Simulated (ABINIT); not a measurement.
# AlN (F-43m): G0W0 with ABINIT, start to end, part 2 of 3

Wanted: ground state, empty states, screening and self-energy for AlN (F-43m).

ABINIT 10.8.3; LDA and many-body steps on it, plane waves. Known limits of the many-body steps: not at the basis limit.

So far. Step 2 (Ground state): The gap is indirect, with the least direct gap 0.98 eV higher.

## Step 3: Bands along the symmetry lines

Level of this step: DFT, LDA, plane waves, norm-conserving pseudopotentials (ABINIT).

Levels along a band path, at the cheap level, show where the edges lie and whether the meshes to come will hold them.

Contents of run.abi:

```
acell 3*1.0 Angstrom
rprim 
  -0.000000000000 2.183993559600 2.183993559600
  2.183993559600 -0.000000000000 2.183993559600
  2.183993559600 2.183993559600 -0.000000000000
ntypat 2
znucl 13 7
natom 2
typat 1 2
xred 
  0.000000000000 0.000000000000 0.000000000000
  0.750000000000 0.750000000000 0.750000000000
pp_dirpath "pseudos"
pseudos "Al.upf, N.upf"
ecut 36
iscf -2
irdden 1
kptopt 0
nkpt 50
kpt 
  0.00000000 0.00000000 0.00000000
  -0.06250000 -0.06250000 0.00000000
  -0.12500000 -0.12500000 0.00000000
  -0.18750000 -0.18750000 0.00000000
  -0.25000000 -0.25000000 0.00000000
  -0.31250000 -0.31250000 0.00000000
  -0.37500000 -0.37500000 0.00000000
  -0.43750000 -0.43750000 0.00000000
  -0.50000000 -0.50000000 0.00000000
  -0.48437500 -0.48437500 0.03125000
  -0.46875000 -0.46875000 0.06250000
  -0.45312500 -0.45312500 0.09375000
  -0.43750000 -0.43750000 0.12500000
  -0.42187500 -0.42187500 0.15625000
  -0.40625000 -0.40625000 0.18750000
  -0.39062500 -0.39062500 0.21875000
  -0.37500000 -0.37500000 0.25000000
  -0.37500000 0.00000000 0.37500000
  -0.32812500 0.00000000 0.32812500
  -0.28125000 0.00000000 0.28125000
  -0.23437500 0.00000000 0.23437500
  -0.18750000 0.00000000 0.18750000
  -0.14062500 0.00000000 0.14062500
  -0.09375000 0.00000000 0.09375000
  -0.04687500 0.00000000 0.04687500
  0.00000000 0.00000000 0.00000000
  0.00000000 0.00000000 0.06250000
  0.00000000 0.00000000 0.12500000
  0.00000000 0.00000000 0.18750000
  0.00000000 0.00000000 0.25000000
  0.00000000 0.00000000 0.31250000
  0.00000000 0.00000000 0.37500000
  0.00000000 0.00000000 0.43750000
  0.00000000 0.00000000 0.50000000
  -0.06250000 -0.03125000 0.46875000
  -0.12500000 -0.06250000 0.43750000
  -0.18750000 -0.09375000 0.40625000
  -0.25000000 -0.12500000 0.37500000
  -0.31250000 -0.15625000 0.34375000
  -0.37500000 -0.18750000 0.31250000
  -0.43750000 -0.21875000 0.28125000
  -0.50000000 -0.25000000 0.25000000
  -0.50000000 -0.28125000 0.21875000
  -0.50000000 -0.31250000 0.18750000
  -0.50000000 -0.34375000 0.15625000
  -0.50000000 -0.37500000 0.12500000
  -0.50000000 -0.40625000 0.09375000
  -0.50000000 -0.43750000 0.06250000
  -0.50000000 -0.46875000 0.03125000
  -0.50000000 -0.50000000 0.00000000
istwfk *1
nband 14
nbdbuf 5
tolwfr 1e-07
nstep 50
prtwf 0
prtvol 0
indata_prefix "in"
outdata_prefix "out"
tmpdata_prefix "tmp"
```

Started as:

```console
$ OMP_NUM_THREADS=1 mpirun -n 8 abinit run.abi > log
```

Numbers of over 12 decimals in the logs are rounded to 6 here.

Log:

```text
.Version 10.8.3 of ABINIT. v10.8.2 released Aug 2026.

 Symmetries : space group F-4 3 m (#216); Bravais cF (face-center cubic)
[... echo of the input left out ...]
== DATASET  1 ==================================================================
-   mpi_nproc: 8, omp_nthreads: 1 (-1 if OMP is not activated)

--- !DatasetInfo
iteration_state: {dtset: 1, }
dimensions: {natom: 2, nkpt: 50, mband: 14, nsppol: 1, nspinor: 1, nspden: 1, mpw: 1475, }
cutoff_energies: {ecut:  36.0, pawecutdg:  -1.0, }
electrons: {nelect:   8.00000000E+00, charge:   0.00000000E+00, occopt:   1.00000000E+00, tsmear:   1.00000000E-02, }

 Real(R)+Recip(G) space primitive vectors, cartesian coordinates (Bohr,Bohr^-1):
 R(1)=  0.0000000  4.1271497  4.1271497  G(1)= -0.1211490  0.1211490  0.1211490
 R(2)=  4.1271497  0.0000000  4.1271497  G(2)=  0.1211490 -0.1211490  0.1211490
 R(3)=  4.1271497  4.1271497  0.0000000  G(3)=  0.1211490  0.1211490 -0.1211490
 Unit cell volume ucvol=  1.4059849E+02 bohr^3
 Angles (23,13,12)=  6.00000000E+01  6.00000000E+01  6.00000000E+01 degrees

 getcut: wavevector=  0.0000  0.0000  0.0000  ngfft=  32  32  32
         ecut(hartree)=     36.000   => boxcut(ratio)=   2.02987

--- Pseudopotential description ------------------------------------------------
- Al Generated using ONCVPSP code by D. R. Hamann
- 13.00000   3.00000  180309                  znucl, zion, pspdat
12 -1012 2 -1 1854                            pspcod,pspxc,lmax,lloc,mmax
     nproj     2     2     2
  pspatm : epsatm=    0.57439143
         --- l  ekb(1:nproj) -->
             0    5.725870    0.726131
             1    6.190420    0.914022
             2   -4.229503   -0.925599
 pspatm: atomic psp has been read  and splines computed

- N Generated using ONCVPSP code by D. R. Hamann
-  7.00000   5.00000  180309                  znucl, zion, pspdat
12 -1012 1 -1 1058                            pspcod,pspxc,lmax,lloc,mmax
     nproj     2     2     0
  pspatm : epsatm=    5.30777321
         --- l  ekb(1:nproj) -->
[...]
pspatm: atomic psp has been read  and splines computed

--------------------------------------------------------------------------------

================================================================================
 prteigrs : about to open file out_EIG
 Non-SCF case, kpt    1 (  0.00000  0.00000  0.00000), residuals and eigenvalues=
  2.89E-08  7.21E-08  9.76E-09  7.77E-08  3.48E-08  5.24E-08  7.78E-08  6.72E-08
  3.70E-08  9.94E-08  5.81E-08  5.52E-08  2.14E-07  2.96E-07
 -3.4191E-01  2.0243E-01  2.0243E-01  2.0243E-01  3.5837E-01  6.5658E-01
  6.5658E-01  6.5658E-01  8.4940E-01  8.4940E-01  8.9826E-01  8.9826E-01
  8.9826E-01  9.6883E-01
 Non-SCF case, kpt    2 ( -0.06250 -0.06250  0.00000), residuals and eigenvalues=
  4.94E-08  7.93E-08  8.44E-09  8.61E-08  5.21E-08  4.70E-08  1.00E-08  6.82E-08
[...]
9.3657E-01  1.0001E+00
 Non-SCF case, kpt    3 ( -0.12500 -0.12500  0.00000), residuals and eigenvalues=
  9.47E-08  7.99E-09  4.90E-08  8.37E-09  1.33E-08  1.46E-08  1.03E-08  1.32E-08
[...]
9.7510E-01  1.0571E+00
[...]
Non-SCF case, kpt   49 ( -0.50000 -0.46875  0.03125), residuals and eigenvalues=
[...]
1.1777E+00  1.2097E+00
 Non-SCF case, kpt   50 ( -0.50000 -0.50000  0.00000), residuals and eigenvalues=
[...]
1.1691E+00  1.2037E+00

--- !ResultsGS
iteration_state: {dtset: 1, }
comment   : Summary of ground state results
lattice_vectors:
- [ -0.0000000,   4.1271497,   4.1271497, ]
- [  4.1271497,  -0.0000000,   4.1271497, ]
- [  4.1271497,   4.1271497,  -0.0000000, ]
lattice_lengths: [   5.83667,    5.83667,    5.83667, ]
lattice_angles: [ 60.000,  60.000,  60.000, ] # degrees, (23, 13, 12)
lattice_volume:   1.4059849E+02
convergence: {deltae:  0.000E+00, res2:  0.000E+00, residm:  9.944E-08, diffor:  0.000E+00, }
etotal    :  -1.28415815E+01
entropy   :   0.00000000E+00
fermie    :   2.02431740E-01
cartesian_stress_tensor: null
pressure_GPa: null
xred      :
- [  0.0000E+00,   0.0000E+00,   0.0000E+00, Al]
- [  7.5000E-01,   7.5000E-01,   7.5000E-01,  N]
cartesian_forces: null
force_length_stats: {min: null, max: null, mean: null, }

 Integrated electronic density in atomic spheres:
 ------------------------------------------------
 Atom  Sphere_radius  Integrated_density
[...]
================================================================================

 ----iterations are completed or convergence reached----

 Mean square residual over all n,k,spin=   44.909E-09; max=  99.438E-09
 reduced coordinates (array xred) for    2 atoms
       0.000000000000      0.000000000000      0.000000000000
       0.750000000000      0.750000000000      0.750000000000

 cartesian coordinates (angstrom) at end:
    1      0.000000     0.000000     0.000000
    2      3.275990     3.275990     3.275990
 length scales=  1.889726125908  1.889726125908  1.889726125908 bohr
              =  1.000000000000  1.000000000000  1.000000000000 angstroms
 prteigrs : about to open file out_EIG
 Eigenvalues (hartree) for nkpt=  50  k points:
 kpt#   1, nband= 14, wtk=  1.00000, kpt=  0.0000  0.0000  0.0000 (reduced coord)
[...]
kpt#   2, nband= 14, wtk=  1.00000, kpt= -0.0625 -0.0625  0.0000 (reduced coord)
[...]
kpt#   3, nband= 14, wtk=  1.00000, kpt= -0.1250 -0.1250  0.0000 (reduced coord)
[...]
kpt#  49, nband= 14, wtk=  1.00000, kpt= -0.5000 -0.4687  0.0313 (reduced coord)
  -0.23961    0.02121    0.13476    0.13477    0.32565    0.51540    0.70556    0.76589
   0.77207    1.06137    1.06447    1.16616    1.17769    1.20965
 kpt#  50, nband= 14, wtk=  1.00000, kpt= -0.5000 -0.5000  0.0000 (reduced coord)
  -0.23969    0.02041    0.13644    0.13644    0.32219    0.51272    0.70677    0.77099
   0.77099    1.06229    1.07185    1.16902    1.16905    1.20374

== END DATASET(S) ==============================================================
================================================================================

 -outvars: echo values of variables after computation  --------
            nband          14
             nkpt          50
          spgroup         216
 [... the other variables as echoed above ...]

 Calculation completed.
```

Elapsed: 2.5 s, on 8 MPI ranks of Arm Neoverse V2, shared host; peak memory 0.07 GiB; 19 s of CPU time.

This step gave:

| Property | Result |
| --- | --- |
| gap | 3.259 eV |
| k of the valence top | 0, 0, 0 |
| k of the conduction bottom | -0.5, -0.5, 0 |
| least direct gap | 4.243 eV |

The gap is 3.259 eV, as in the run before at this level.

Electronic bands along the path, in eV, zero at the top of the highest filled band; v1 is the highest filled band, c1 the lowest empty one:

| point | v4 | v3 | v2 | v1 | c1 | c2 | c3 | c4 |
| --- | --- | --- | --- | --- | --- | --- | --- | --- |
| Γ | -14.81 | 0.00 | 0.00 | 0.00 | 4.24 | 12.36 | 12.36 | 12.36 |
| X | -12.03 | -4.95 | -1.80 | -1.80 | 3.26 | 8.44 | 13.72 | 15.47 |
| U | -12.05 | -4.30 | -3.67 | -1.39 | 5.09 | 9.96 | 12.86 | 13.99 |
| jump to K | -12.05 | -4.30 | -3.67 | -1.39 | 5.09 | 9.96 | 12.86 | 13.99 |
| Γ | -14.81 | 0.00 | 0.00 | 0.00 | 4.24 | 12.36 | 12.36 | 12.36 |
| L | -12.69 | -5.91 | -0.49 | -0.49 | 7.28 | 9.77 | 11.01 | 11.01 |
| W | -11.97 | -3.83 | -3.48 | -2.73 | 5.98 | 11.28 | 11.84 | 11.95 |
| X | -12.03 | -4.95 | -1.80 | -1.80 | 3.26 | 8.44 | 13.72 | 15.47 |

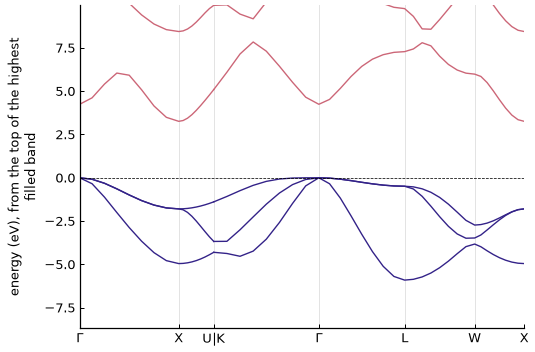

Electronic bands along the path; lines of filled and empty bands in two colours.

## Step 4: Empty states on the mesh, 6×6×6 mesh, 90 bands

The sums over transitions need many empty states on a uniform mesh; this step solves for them.

Contents of run.abi:

```
acell 3*1.0 Angstrom
rprim 
  -0.000000000000 2.183993559600 2.183993559600
  2.183993559600 -0.000000000000 2.183993559600
  2.183993559600 2.183993559600 -0.000000000000
ntypat 2
znucl 13 7
natom 2
typat 1 2
xred 
  0.000000000000 0.000000000000 0.000000000000
  0.750000000000 0.750000000000 0.750000000000
pp_dirpath "pseudos"
pseudos "Al.upf, N.upf"
ecut 36
ngkpt 6 6 6
nshiftk 1
shiftk 0 0 0
kptopt 1
chksymbreak 0
irdden 1
istwfk *1
nband 90
prtvol 0
optdriver 6
gwr_task "HDIAGO"
paral_kgb 0
occopt 1
indata_prefix "in"
outdata_prefix "out"
tmpdata_prefix "tmp"
```

Log:

```text
[banner, memory and clock lines left out]
.Version 10.8.3 of ABINIT. v10.8.2 released Aug 2026.

 Symmetries : space group F-4 3 m (#216); Bravais cF (face-center cubic)
[... echo of the input left out ...]
== DATASET  1 ==================================================================
-   mpi_nproc: 8, omp_nthreads: 1 (-1 if OMP is not activated)

--- !DatasetInfo
iteration_state: {dtset: 1, }
dimensions: {natom: 2, nkpt: 16, mband: 90, nsppol: 1, nspinor: 1, nspden: 1, mpw: 1464, }
cutoff_energies: {ecut:  36.0, pawecutdg:  -1.0, }
electrons: {nelect:   8.00000000E+00, charge:   0.00000000E+00, occopt:   1.00000000E+00, tsmear:   1.00000000E-02, }

.Using double precision arithmetic; gwpc =  8

- Reading GS density from: in_DEN

--- Pseudopotential description ------------------------------------------------
- Al Generated using ONCVPSP code by D. R. Hamann
- 13.00000   3.00000  180309                  znucl, zion, pspdat
12 -1012 2 -1 1854                            pspcod,pspxc,lmax,lloc,mmax
     nproj     2     2     2
  pspatm : epsatm=    0.57439143
         --- l  ekb(1:nproj) -->
             0    5.725870    0.726131
             1    6.190420    0.914022
             2   -4.229503   -0.925599
 pspatm: atomic psp has been read  and splines computed

- N Generated using ONCVPSP code by D. R. Hamann
-  7.00000   5.00000  180309                  znucl, zion, pspdat
12 -1012 1 -1 1058                            pspcod,pspxc,lmax,lloc,mmax
     nproj     2     2     0
  pspatm : epsatm=    5.30777321
         --- l  ekb(1:nproj) -->
             0    7.408032    0.617798
             1   -4.361519   -1.032581
 pspatm: atomic psp has been read  and splines computed

   4.70573171E+01                                ecore*ucvol(ha*bohr**3)

 Total charge density [el/Bohr^3]
)     Maximum=    5.4126E-01  at reduced coord.    0.7813    0.7813    0.8125
)     Minimum=    1.1985E-03  at reduced coord.    0.0000    0.0000    0.0000
   Integrated=    8.0000E+00

 === KS gaps after direct diagonalization ===
 Indirect band gap semiconductor
 Fundamental gap:     3.259 (eV)
   VBM:     5.508 (eV) at k: [ 0.0000E+00,  0.0000E+00,  0.0000E+00]
   CBM:     8.767 (eV) at k: [ 5.0000E-01,  5.0000E-01,  0.0000E+00]
 Direct gap:         4.243 (eV) at k: [ 0.0000E+00,  0.0000E+00,  0.0000E+00]

== END DATASET(S) ==============================================================

 -outvars: echo values of variables after computation  --------
           etotal      0.0000000000E+00
            nband          90
             nkpt          16
          spgroup         216
 [... the other variables as echoed above ...]

 Calculation completed.
```

It took 6.6 s on 8 MPI ranks; peak memory 1.4 GiB; 52 s of CPU time.

Numbers from this step:

```
gap                                                           : 3.259 eV
k of the valence top                                          : 0, 0, 0
k of the conduction bottom                                    : 0.5, 0.5, 0
least direct gap                                              : 4.243 eV
k points computed                                             : 16
lowest point of the top converged band, above the valence top : 125.0887 eV
```

On this mesh the gap is 3.259 eV.

## Step 5: Screening, 6×6×6 mesh, 82 bands, screening to 264 eV

The RPA dielectric matrix is built and inverted for each q.

This step: RPA screening on LDA, plane waves, norm-conserving pseudopotentials.

run.abi, as its differences from that of step 4:

```diff
@@ -20,10 +20,11 @@
 chksymbreak 0
-irdden 1
 istwfk *1
-nband 90
-prtvol 0
-optdriver 6
-gwr_task "HDIAGO"
-paral_kgb 0
 occopt 1
+irdwfk 1
+optdriver 3
+nband 82
+ecuteps 9.7
+inclvkb 2
+awtr 1
+symchi 1
 indata_prefix "in"
```

Log:

```text
.Version 10.8.3 of ABINIT. v10.8.2 released Aug 2026.

 Symmetries : space group F-4 3 m (#216); Bravais cF (face-center cubic)
[... echo of the input left out ...]
== DATASET  1 ==================================================================
-   mpi_nproc: 8, omp_nthreads: 1 (-1 if OMP is not activated)

--- !DatasetInfo
iteration_state: {dtset: 1, }
dimensions: {natom: 2, nkpt: 16, mband: 82, nsppol: 1, nspinor: 1, nspden: 1, mpw: 1464, }
cutoff_energies: {ecut:  36.0, pawecutdg:  -1.0, }
electrons: {nelect:   8.00000000E+00, charge:   0.00000000E+00, occopt:   1.00000000E+00, tsmear:   1.00000000E-02, }

 SCREENING: Calculation of the susceptibility and dielectric matrices

 Based on a program developped by R.W. Godby, V. Olevano, G. Onida, and L. Reining.
 Incorporated in ABINIT by V. Olevano, G.-M. Rignanese, and M. Torrent.
.Using double precision arithmetic ; gwpc =  8

[... cell and pseudopotentials left out ...]
--------------------------------------------------------------------------------

 ==== K-mesh for the wavefunctions ====
 Number of points in the irreducible wedge :    16
[... list of points left out ...]
 Together with 24 symmetry operations and time-reversal symmetry
 yields   216 points in the full Brillouin Zone.

 ==== Q-mesh for the screening function ====
 Number of points in the irreducible wedge :    16
[... list of points left out ...]
 Together with 24 symmetry operations and time-reversal symmetry
 yields   216 points in the full Brillouin Zone.

 setmesh: FFT mesh size selected  =    24x   24x   24
          total number of points  =        13824

 vcoul_init : cutoff-mode = AUXILIARY_FUNCTION
 q-points for optical limit:   1
     1)      0.000010    0.000020    0.000030

- screening: taking advantage of time-reversal symmetry
- Maximum band index for partially occupied states nbvw = 4
- Remaining bands to be divided among processors   nbcw = 78
- Number of bands treated by each node ~9

 Number of electrons calculated from density =    8.0000; Expected =    8.0000
 average of density, n =  0.056900
 r_s =    1.6129
 omega_plasma =   23.0097 [eV]

 calculating chi0 at frequencies [eV] :
  1    0.000000E+00    0.000000E+00
  2    0.000000E+00    2.300966E+01

--------------------------------------------------------------------------------
  q-point number  1        q = ( 0.000000, 0.000000, 0.000000) [r.l.u.]
--------------------------------------------------------------------------------
[... chi0 elements left out ...]
 For q-point:  0.000010 0.000020 0.000030
  dielectric constant =   4.4059
  dielectric constant without local fields =   4.8531

  Average fulfillment of the sum rule on Im[epsilon] for q-point    1 :     85.07  [%]
[... wings left out ...]
  q-point number  2        q = ( 0.166667, 0.000000, 0.000000) [r.l.u.]
--------------------------------------------------------------------------------
[... chi0 elements left out ...]
  Average fulfillment of the sum rule on Im[epsilon] for q-point    2 :     93.97  [%]

 [... 14 further q-points ...]
```

Run time: 16 s. Hardware: 8 MPI ranks; peak memory 1 GiB.

Numbers from this step:

```
ε∞ with local fields, on this mesh, along the program's q direction : 4.406
the same without local fields                                       : 4.853
plasma frequency                                                    : 23.01 eV
plane waves in the screening matrix                                 : 181
```

Local fields lower ε∞ by 9 %.

(Part 2 of 3 ends here.)

[Paths, hosts, dates, memory and timing lines, banners, echoed tables and standing remarks are left out of the program output.]

[Logs are printed without paths, hosts, clocks, repeated set-up lines and the standing remarks that a program may print on its own settings, such as how far it seeks lower states.]

[Runs of the session that timed out or met a known fault of the program may be left out.]

[Hosts, paths, dates, database ids (printed as entryN), source tags and the programs' standing remarks are cut or masked in the printed files.]

[G0W0 gaps are taken among the corrected bands and points alone; a level outside them can change the order at an edge.]

[Where Ansatz stands beside ABINIT at settings called matched, ABINIT's density can come from a denser mesh and the files from another edition; pairs whose starting gaps differed by over 0.03 eV were left out, so agreement reads better than it is.]
